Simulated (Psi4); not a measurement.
# wB97M-V/def2-TZVPP run of [NH4]+ (ammonium)

What is the vertical ionisation energy of [NH4]+ (ammonium) at wB97M-V/def2-TZVPP? 

The calculation is run with Psi4 1.11.

4 further runs of the same task are left out: 2 that didn't finish, 2 set aside as unsound or not needed.

## 1. Starting point

[NH4]+ has 5 atoms, charge +1, and is taken as a singlet. As SMILES, `[NH4+]`. The shape is that of a PBE0-D4/def2-TZVP optimisation.

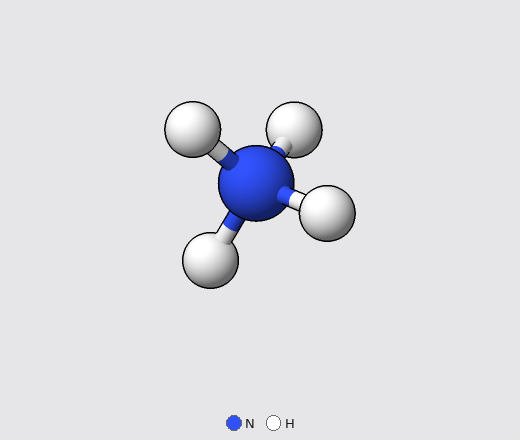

The structure, seen from a chosen angle (nitrogen blue, hydrogen white).

## 2. The energy at wB97M-V/def2-TZVPP

run.py reads:

```python
import numpy as np
from ase.calculators.psi4 import Psi4
from ase import Atoms

mol = Atoms(['N', 'H', 'H', 'H', 'H'], positions=[
    [0.000010, 0.000010, 0.000000],
    [0.453330, -0.447860, 0.801010],
    [-0.972430, 0.216180, 0.235210],
    [0.023940, -0.633460, -0.803650],
    [0.495160, 0.865130, -0.232580],
])
calc = Psi4(atoms=mol, method='wb97m-v', basis='def2-TZVPP', memory='1600MB', num_threads=1, charge=1, multiplicity=1, label='calc')
calc.psi4.set_options({'puream': True, 'e_convergence': 1e-09, 'd_convergence': 1e-08, 'scf_type': 'pk', 'dft_radial_points': 99, 'dft_spherical_points': 590})
mol.calc = calc

print(f'energy: {mol.get_potential_energy():.6f} eV')
```

On the command line:

```
$ python run.py
```

calc.dat:

```text
[...]
  Running in c1 symmetry.
[...]
  Nuclear repulsion =   16.375270078084789
[...]
  Multiplicity = 1
[...]
  Nalpha       = 5
  Nbeta        = 5
[...]
    Number of basis functions: 87
[...]
   @RKS iter   1:   -56.81711114398269    5.14210e-02   4.74800e-03 DIIS/ADIIS
[...]
   @RKS iter   8:   -56.88681466153889   -2.94165e-12   1.40417e-09 DIIS
[...]
    Orbital Energies [Eh]
    ---------------------
    Doubly Occupied:
       1A    -14.872433     2A     -1.367451     3A     -0.927380
       4A     -0.927365     5A     -0.927360
[...]
  @RKS Final Energy:   -56.88681466153889
   => Energetics <=
    Nuclear Repulsion Energy =             16.3752700780847888
    One-Electron Energy =                -104.9938014019087404
    Two-Electron Energy =                  37.3305787438249652
    DFT Exchange-Correlation Energy =      -5.6410524188048905
    Empirical Dispersion Energy =           0.0000000000000000
    VV10 Nonlocal Energy =                  0.0421903372650012
    Total Energy =                        -56.8868146615388852
[...]
 Multipole Moments:
 ------------------------------------------------------------------------------------
     Multipole            Electronic (a.u.)      Nuclear  (a.u.)        Total (a.u.)
 ------------------------------------------------------------------------------------
 L = 1.  Multiply by 2.5417464519 to convert [e a0] to [Debye]
 Dipole X            :          0.0000131           -0.0000291           -0.0000160
 Dipole Y            :          0.0000154           -0.0000364           -0.0000210
 Dipole Z            :          0.0000023           -0.0000073           -0.0000050
 Magnitude           :                                                    0.0000269
[...]
```

The script printed:

```text
energy: -1547.969073 eV
```

Run time: 78 s. Hardware: 1 thread of Intel Xeon Platinum 8259CL at 2.50GHz (Skylake/Cascade Lake), shared host; peak memory 0.99 GiB.

## 3. Doublet [NH4]2+ at the same level

job.py reads:

```python
import psi4

psi4.set_memory('1600 MB')
psi4.set_num_threads(1)
psi4.core.set_output_file('output.dat', False)

mol = psi4.geometry("""
2 2
N      0.00001890     0.00001890     0.00000000
H      0.85666954    -0.84633274     1.51368952
H     -1.83762638     0.40852099     0.44448248
H      0.04524004    -1.19706591    -1.51867840
H      0.93571679     1.63485876    -0.43951250
units bohr
symmetry c1
""")

psi4.set_options({
    'reference': 'uks',
    'puream': True,
    'e_convergence': 1e-09,
    'd_convergence': 1e-08,
    'scf_type': 'pk',
    'dft_radial_points': 99,
    'dft_spherical_points': 590,
    'maxiter': 100,
})

e_tot, wfn = psi4.energy("wb97m-v/def2-TZVPP", return_wfn=True)
print(f'wb97m-v/def2-TZVPP energy: {e_tot:.10f} Eh')
```

On the command line:

```
$ python job.py
```

output.dat:

```text
[...]
  Running in c1 symmetry.
[...]
  Nuclear repulsion =   16.375270093603586
[...]
  Multiplicity = 2
[...]
  Nalpha       = 5
  Nbeta        = 4
[...]
    Number of basis functions: 87
[...]
   @UKS iter   1:   -55.86947905386800    9.99053e-01   2.77332e-03 ADIIS/DIIS
[...]
   @UKS iter  27:   -55.90997743708581    1.27187e-11   3.08849e-09 DIIS
[...]
   @S^2 Observed:                7.519540437E-01
[...]
    Orbital Energies [Eh]
    ---------------------
    Alpha Occupied:
       1A    -15.360689     2A     -1.838279     3A     -1.427254
       4A     -1.371871     5A     -1.354805
    Alpha Virtual:
       6A     -0.460861     7A     -0.413245     8A     -0.386341
       9A     -0.371039    10A     -0.246204    11A     -0.240529
      12A     -0.233825    13A     -0.080582    14A     -0.065774
      15A     -0.056437    16A     -0.041030    17A     -0.021818
      18A     -0.015644    19A      0.118545    20A      0.366321
      21A      0.381311    22A      0.393864    23A      0.558641
      24A      0.560521    25A      0.565674    26A      0.627285
[...]
  @UKS Final Energy:   -55.90997743708581
   => Energetics <=
    Nuclear Repulsion Energy =             16.3752700936035858
    One-Electron Energy =                -100.0356750987086940
    Two-Electron Energy =                  33.1484398338814188
    DFT Exchange-Correlation Energy =      -5.4366374926910126
    Empirical Dispersion Energy =           0.0000000000000000
    VV10 Nonlocal Energy =                  0.0386252268288861
    Total Energy =                        -55.9099774370858142
[...]
 Multipole Moments:
 ------------------------------------------------------------------------------------
     Multipole            Electronic (a.u.)      Nuclear  (a.u.)        Total (a.u.)
 ------------------------------------------------------------------------------------
 L = 1.  Multiply by 2.5417464519 to convert [e a0] to [Debye]
 Dipole X            :          0.0847717           -0.0000291            0.0847426
 Dipole Y            :         -0.1922093           -0.0000364           -0.1922457
 Dipole Z            :         -0.0007027           -0.0000073           -0.0007099
 Magnitude           :                                                    0.2100958
[...]
```

The script printed:

```text
wb97m-v/def2-TZVPP energy: -55.9099774371 Eh
```

Wall time 4.3 min (1 thread of Intel Xeon Platinum 8259CL at 2.50GHz (Skylake/Cascade Lake), shared host); peak memory 0.96 GiB.

## 4. What came out

At wB97M-V/def2-TZVPP:

| quantity | value |
| --- | --- |
| singlet [NH4]+: total energy | -56.88681 Eh |
| singlet [NH4]+: HOMO energy | -25.23 eV |
| singlet [NH4]+: LUMO energy | -4.47 eV |
| singlet [NH4]+: HOMO–LUMO gap | 20.76 eV |
| doublet [NH4]2+: total energy | -55.90998 Eh |
| doublet [NH4]2+: HOMO energy (highest over α and β) | -36.40 eV |
| doublet [NH4]2+: LUMO energy (lowest over α and β) | -27.87 eV |
| doublet [NH4]2+: ⟨S²⟩ | 0.752 |
| vertical ionisation energy (to the doublet dication) | 26.581 eV |

In words: The vertical ionisation energy comes to 26.58 eV (2565 kJ/mol). The negative HOMO energy of the first species, 25.23 eV, lies 1.35 eV below that difference.
